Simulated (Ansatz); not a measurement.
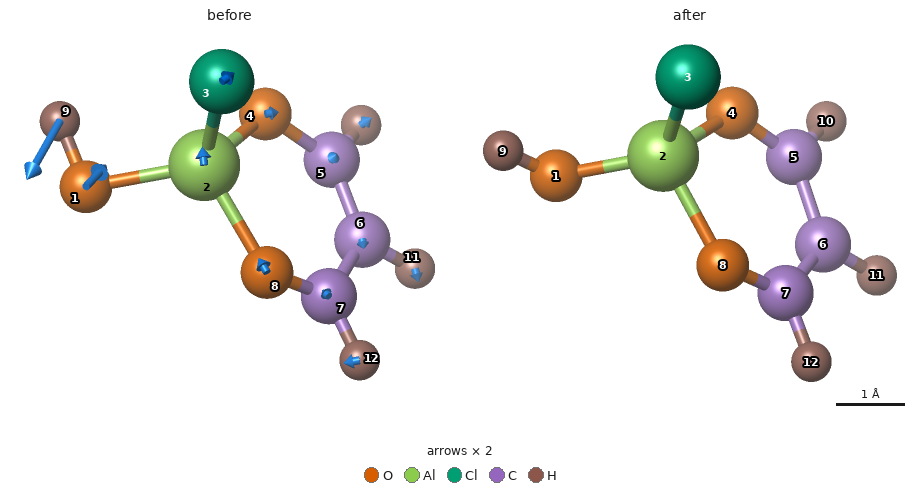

The structure of C3H4AlClO3 (coarse preliminary run) before (left) and after (right) a relaxation, at one scale. The blue arrows give the displacements, 2 times their true length.

Style: ball-and-stick. Shown from a free direction.

The start comes from a force field.

Theory: Ansatz, RKS PBE-D4/def2-SVP.

Input
```yaml
crystal:
  periodic: [false, false, false]
  atoms:
    - {symbol: O, position_ang: [-1.701400, -0.635800, 2.163400]}
    - {symbol: Al, position_ang: [-0.233600, 0.109900, 1.402800]}
    - {symbol: Cl, position_ang: [0.968000, 1.161400, 2.897100]}
    - {symbol: O, position_ang: [-0.578000, 1.240800, 0.000500]}
    - {symbol: C, position_ang: [-0.226400, 0.938800, -1.316200]}
    - {symbol: C, position_ang: [0.501500, -0.116900, -1.638100]}
    - {symbol: C, position_ang: [1.000000, -1.185200, -0.693000]}
    - {symbol: O, position_ang: [0.782700, -1.184700, 0.543800]}
    - {symbol: H, position_ang: [-2.266400, 0.216200, 2.485800]}
    - {symbol: H, position_ang: [-0.505500, 1.641600, -2.056900]}
    - {symbol: H, position_ang: [0.763100, -0.250400, -2.657300]}
    - {symbol: H, position_ang: [1.573000, -1.990800, -1.098100]}
basis:
  gaussian: {orbitals: def2-SVP}
hamiltonian: {xc: pbe, dispersion: d4}
relax: {f_tol: 0.03, max_steps: 200}
```

Command:
```bash
ansatz run in.yaml --threads 4 --pin off --events-out ev --progress --plain --max-ram 11315MiB
```

Question: Summarise the run.

Answer: H9 moves most after the best rigid fit: 0.62 Å. By element the largest moves are H 0.62 Å, O 0.36 Å, Al 0.14 Å, Cl 0.14 Å, C 0.09 Å. Near-neighbour distances that change, for instance: O4–C5 1.396 → 1.283 Å, C6–C7 1.511 → 1.405 Å, O1–H9 1.072 → 0.968 Å, O1–Al2 1.814 → 1.714 Å. Bond angles that change, for instance: Al2–O1–H9 103.1° → 122.9°, O1–Al2–Cl3 110.8° → 121.9°, O1–Al2–O4 115.0° → 108.7°. Groups turn about O1–Al2 by about 65°. After 12 accepted moves (14 points after the start) the energy has fallen by 106.6 kJ/mol. Largest force component: 5.8 eV/Å at the start, 0.0035 eV/Å at the end. The line search rejected the trial steps at points 6, 8 of the run.
